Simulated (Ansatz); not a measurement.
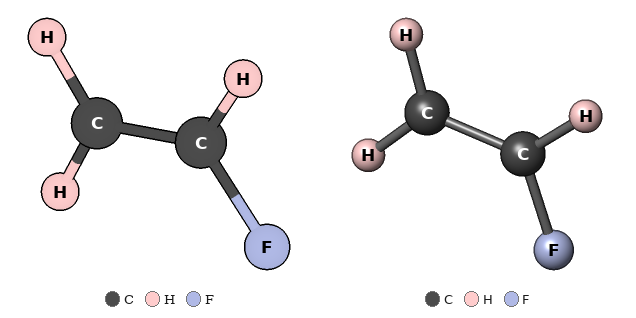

Both panels show the same species.

The computed structure is the end point of a PBE0-D4/def2-TZVP optimisation.

Description:

Formula C₂H₃F. This geometry has Cs symmetry. All atoms lie on one plane. Coordination: 2 C trigonal planar.

More results for the same structure follow; atom numbers are the same in all pictures, views and colours differ.

Thermal motion

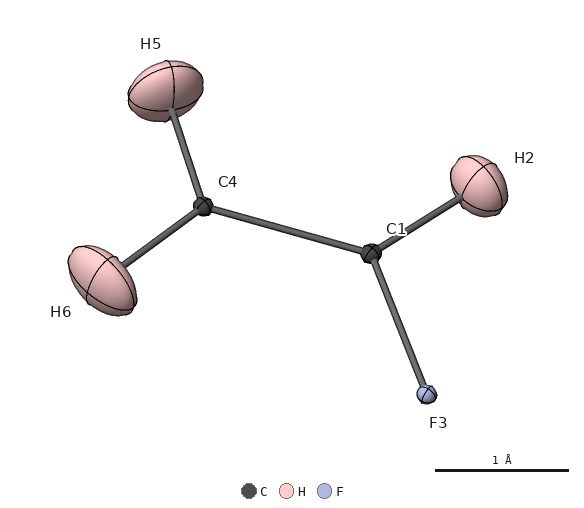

Displacement ellipsoids at the 50 % level, enlarged 1.5 times, from the internal vibrations of the free molecule (harmonic, no overall translation or rotation; no half-axis is drawn under 0.075 Å). Vibrations computed with RKS PBE0-D4/def2-TZVP (Ansatz 0.2.0). Temperature: 298 K.

> Which atom moves most?

H5, with U_eq = 0.0134 Å².

> Does H6 move more along its bond or across it?

Across it: the root-mean-square amplitude is 0.072 Å along the bond and up to 0.140 Å across, since bending and torsion are softer than stretching.

Give the displacement parameters, one line for each set of equivalent atoms.

```csv
atom,U_eq (Å²),rms amplitudes (Å)
C1,0.00090,"0.025, 0.028, 0.036"
H2,0.0100,"0.078, 0.109, 0.110"
F3,0.00036,"0.009, 0.015, 0.028"
C4,0.00062,"0.019, 0.021, 0.033"
H5,0.0134,"0.076, 0.125, 0.137"
H6,0.0130,"0.072, 0.119, 0.140"
```

Electronic properties

Level of theory: RKS PBE0-D4/def2-TZVPP (Ansatz 0.2.0).

What does the calculation give?

- HOMO energy (Kohn–Sham orbital): −7.75 eV
- LUMO energy (Kohn–Sham orbital): 0.26 eV
- HOMO–LUMO gap: 8.01 eV

Charges

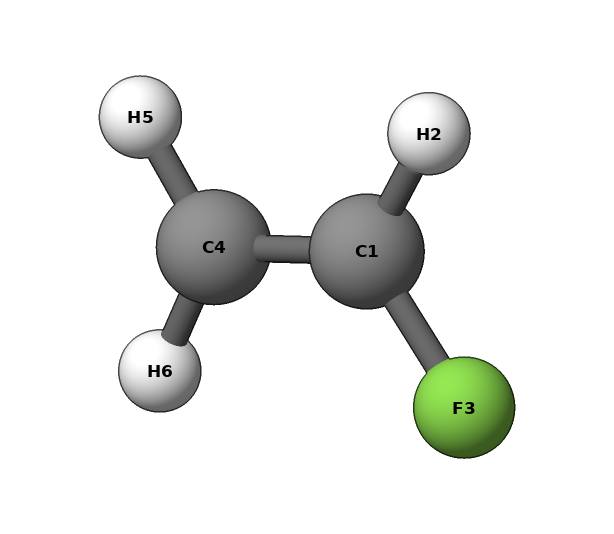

The questions are on Mulliken charges. Properties computed with RKS PBE0-D4/def2-TZVP (Ansatz 0.2.0).

> Which atom carries the highest charge (most positive or least negative)?

H5, H6 (0.14 e).

> And the lowest?

C4 (−0.30 e).

List the Mulliken charges.

| atom | value (e) |
| --- | --- |
| C1 | 0.09 |
| H2 | 0.12 |
| F3 | −0.19 |
| C4 | −0.30 |
| H5 | 0.14 |
| H6 | 0.14 |

Mulliken values depend strongly on the basis set and can even reverse the polarity of a bond.
